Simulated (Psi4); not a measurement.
**AlCl3 (aluminium trichloride (monomer)) at wB97X/6-311+G(d,p)**

What is the energy change on altering one bond length of AlCl3 (aluminium trichloride (monomer)) at wB97X/6-311+G**? 

The calculation is run with Psi4 1.11.

### 1 The structure to begin with

AlCl3: 4 atoms, total charge 0, spin state singlet. SMILES: `Cl[Al](Cl)Cl`. Geometry: relaxed at PBE0-D4/def2-TZVP.

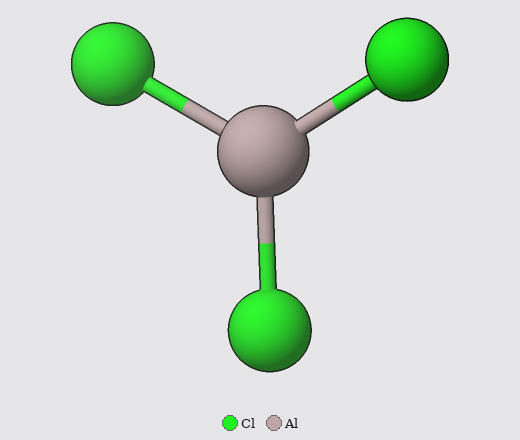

The structure, seen from a chosen angle (chlorine green, aluminium light grey).

### 2 Energy and forces at wB97X/6-311+G(d,p)

Input file calc.in:

```
memory 2.2 GB

molecule {
  0 1
  Cl    -1.135050    -0.108440     1.726210
  Al     0.000010     0.000000    -0.000020
  Cl     1.741960    -1.104030    -0.163630
  Cl    -0.606920     1.212480    -1.562570
  units angstrom
  symmetry c1
}

set {
  basis 6-311+G**
  puream true
  e_convergence 1e-09
  d_convergence 1e-08
  scf_type pk
  dft_radial_points 99
  dft_spherical_points 590
}

e, wfn = gradient('wb97x', return_wfn=True)
oeprop(wfn, 'DIPOLE', 'MULLIKEN_CHARGES', 'LOWDIN_CHARGES', title='WB97X')
print_variables()
```

On the command line:

```sh
$ psi4 -n 1 calc.in calc.out
```

calc.out:

```text
[...]
  Running in c1 symmetry.
[...]
  Nuclear repulsion =  297.623989262121370
[...]
  Multiplicity = 1
[...]
  Nalpha       = 32
  Nbeta        = 32
[...]
    Number of basis functions: 120
[...]
   @RKS iter   1: -1623.20291103975774   -3.76018e-01   3.47374e-03 DIIS/ADIIS
[...]
   @RKS iter  10: -1623.26535808685253   -5.45697e-12   2.06264e-09 DIIS
[...]
    Orbital Energies [Eh]
    ---------------------
    Doubly Occupied:
       1A   -101.531649     2A   -101.531648     3A   -101.531647
       4A    -56.140160     5A     -9.567421     6A     -9.567420
       7A     -9.567404     8A     -7.327493     9A     -7.327492
      10A     -7.327492    11A     -7.322940    12A     -7.322939
      13A     -7.322938    14A     -7.322085    15A     -7.322085
      16A     -7.322084    17A     -4.338183    18A     -2.891658
      19A     -2.886526    20A     -2.886525    21A     -0.981428
      22A     -0.962110    23A     -0.962108    24A     -0.585672
      25A     -0.517093    26A     -0.517090    27A     -0.484462
      28A     -0.464603    29A     -0.464601    30A     -0.456861
      31A     -0.456859    32A     -0.437205
[...]
  @RKS Final Energy: -1623.26535808685253
   => Energetics <=
    Nuclear Repulsion Energy =            297.6239892621213698
    One-Electron Energy =               -2836.6913441366486950
    Two-Electron Energy =                 994.7396897440091834
    DFT Exchange-Correlation Energy =     -78.9376929563346010
    Empirical Dispersion Energy =           0.0000000000000000
    VV10 Nonlocal Energy =                  0.0000000000000000
    Total Energy =                      -1623.2653580868525296
[...]
  -Total Gradient:
     Atom            X                  Y                   Z
    ------   -----------------  -----------------  -----------------
       1        0.000036744369     0.000004437818    -0.000057440570
       2       -0.000002932037     0.000003698375    -0.000004076189
       3       -0.000066777783     0.000044343656     0.000002571162
       4        0.000018247565    -0.000046249684     0.000066394369
[...]
 Multipole Moments:
 ------------------------------------------------------------------------------------
     Multipole            Electronic (a.u.)      Nuclear  (a.u.)        Total (a.u.)
 ------------------------------------------------------------------------------------
 L = 1.  Multiply by 2.5417464519 to convert [e a0] to [Debye]
 Dipole X            :          0.0000177           -0.0000023            0.0000154
 Dipole Y            :         -0.0000012            0.0000006           -0.0000006
 Dipole Z            :         -0.0000467            0.0000041           -0.0000426
 Magnitude           :                                                    0.0000453
[...]
  Mulliken Charges: (a.u.)
   Center  Symbol    Alpha    Beta     Spin     Total
       1    CL     8.55314  8.55314  0.00000 -0.10629
       2    AL     6.34059  6.34059  0.00000  0.31883
       3    CL     8.55314  8.55314  0.00000 -0.10627
       4    CL     8.55314  8.55314  0.00000 -0.10627
   Total alpha = 32.00000, Total beta = 32.00000, Total charge =  0.00000
  Lowdin Charges: (a.u.)
   Center  Symbol    Alpha    Beta     Spin     Total
       1    CL     8.54428  8.54428  0.00000 -0.08856
       2    AL     6.36715  6.36715  0.00000  0.26569
[...]
```

Run time: 47 s. Hardware: 1 thread of AMD EPYC 7R43 (Zen 3), shared host; peak memory 0.93 GiB.

### 3 The distorted shape: a single-point energy at wB97X/6-311+G(d,p)

Input file calc.py:

```python
import psi4

psi4.set_memory(2200000000)
psi4.set_num_threads(1)
psi4.core.set_output_file('psi4.out', False)

molecule = psi4.geometry("""
0 1
Cl
Al 1 2.3791
Cl 2 2.068826 1 119.99872
Cl 2 2.068824 3 120.00291 1 179.99954
symmetry c1
""")

psi4.set_options({
    'basis': '6-311+G**',
    'reference': 'rks',
    'puream': True,
    'e_convergence': 1e-09,
    'd_convergence': 1e-08,
    'scf_type': 'pk',
    'dft_radial_points': 99,
    'dft_spherical_points': 590,
})

energy_value, wavefunction = psi4.energy("wb97x", molecule=molecule, return_wfn=True)
psi4.oeprop(wavefunction, "MULLIKEN_CHARGES", "MAYER_INDICES", "QUADRUPOLE")
print(f'total energy {energy_value:.8f} hartree = {energy_value * 27.211386:.5f} eV')
for k, v in sorted(psi4.core.scalar_variables().items()):
    print(f'{k:45s} {v:18.10f}')
```

On the command line:

```sh
$ python calc.py
```

psi4.out, shortened:

```text
[...]
  Running in c1 symmetry.
[...]
  Nuclear repulsion =  284.232436804216775
[...]
  Multiplicity = 1
[...]
  Nalpha       = 32
  Nbeta        = 32
[...]
    Number of basis functions: 120
[...]
   @RKS iter   1: -1623.16847446561542   -5.09058e-01   3.58778e-03 ADIIS/DIIS
[...]
   @RKS iter  11: -1623.24399225621119   -8.64020e-12   3.14596e-09 DIIS
[...]
  @RKS Final Energy: -1623.24399225621119
   => Energetics <=
    Nuclear Repulsion Energy =            284.2324368042167748
    One-Electron Energy =               -2809.6644570110565837
    Two-Electron Energy =                 981.0706260969402592
    DFT Exchange-Correlation Energy =     -78.8825981463116364
    Empirical Dispersion Energy =           0.0000000000000000
    VV10 Nonlocal Energy =                  0.0000000000000000
    Total Energy =                      -1623.2439922562111860
[...]
 Multipole Moments:
 ------------------------------------------------------------------------------------
     Multipole            Electronic (a.u.)      Nuclear  (a.u.)        Total (a.u.)
 ------------------------------------------------------------------------------------
 L = 1.  Multiply by 2.5417464519 to convert [e a0] to [Debye]
 Dipole X            :          0.0000095           -0.0000008            0.0000086
 Dipole Y            :         -0.0000013            0.0000003           -0.0000011
 Dipole Z            :          0.6253446           -0.0181930            0.6071516
 Magnitude           :                                                    0.6071516
 L = 2.  Multiply by 1.3450342976 to convert [e a0^2] to [Debye ang]
 Quadrupole XX       :        -35.1849170            0.0000000          -35.1849170
 Quadrupole XY       :          0.0015851           -0.0015645            0.0000206
[...]
  Mulliken Charges: (a.u.)
   Center  Symbol    Alpha    Beta     Spin     Total
       1    CL     8.62601  8.62601  0.00000 -0.25201
       2    AL     6.29168  6.29168  0.00000  0.41664
       3    CL     8.54116  8.54116  0.00000 -0.08231
       4    CL     8.54116  8.54116  0.00000 -0.08231
   Total alpha = 32.00000, Total beta = 32.00000, Total charge =  0.00000
  Mayer Bond Indices:
[...]
```

The script printed:

```text
total energy -1623.24399226 hartree = -44170.71885 eV
CURRENT ENERGY                                  -1623.2439922562
CURRENT REFERENCE ENERGY                        -1623.2439922562
DD SOLVATION ENERGY                                 0.0000000000
DFT FUNCTIONAL TOTAL ENERGY                     -1623.2439922562
DFT TOTAL ENERGY                                -1623.2439922562
DFT VV10 ENERGY                                     0.0000000000
DFT XC ENERGY                                     -78.8825981463
GRID ELECTRONS ALPHA                               32.0000012495
GRID ELECTRONS BETA                                32.0000012495
GRID ELECTRONS TOTAL                               64.0000024990
NUCLEAR REPULSION ENERGY                          284.2324368042
ONE-ELECTRON ENERGY                             -2809.6644570111
PCM POLARIZATION ENERGY                             0.0000000000
PE ENERGY                                           0.0000000000
SCF ITERATION ENERGY                            -1623.2439922562
SCF ITERATIONS                                     11.0000000000
SCF TOTAL ENERGY                                -1623.2439922562
TWO-ELECTRON ENERGY                               981.0706260969
XC GRID RADIAL POINTS                              99.0000000000
XC GRID SPHERICAL POINTS                          590.0000000000
XC GRID TOTAL POINTS                           225881.0000000000
```

Run time: 25 s. Hardware: 1 thread of AMD EPYC 7R43 (Zen 3), shared host; peak memory 0.92 GiB.

### 4 Results

At wB97X/6-311+G**:

| quantity | value |
| --- | --- |
| first shape: total energy | -1623.26536 Eh |
| first shape: dipole moment | 0.00 D |
| first shape: HOMO energy | -11.90 eV |
| first shape: LUMO energy | 0.19 eV |
| first shape: HOMO–LUMO gap | 12.09 eV |
| first shape: largest force on an atom | 0.004 eV/Å |
| distorted shape: total energy | -1623.24399 Eh |
| distorted shape: dipole moment | 1.54 D |
| distorted shape: HOMO energy | -11.60 eV |
| distorted shape: LUMO energy | -0.53 eV |
| distorted shape: HOMO–LUMO gap | 11.07 eV |
| energy change with the Cl1–Al2 bond stretched from 2.069 to 2.379 Å | 0.581 eV |

In words: With the Cl1–Al2 bond stretched from 2.069 to 2.379 Å the energy rises by 0.58 eV (13.4 kcal/mol).
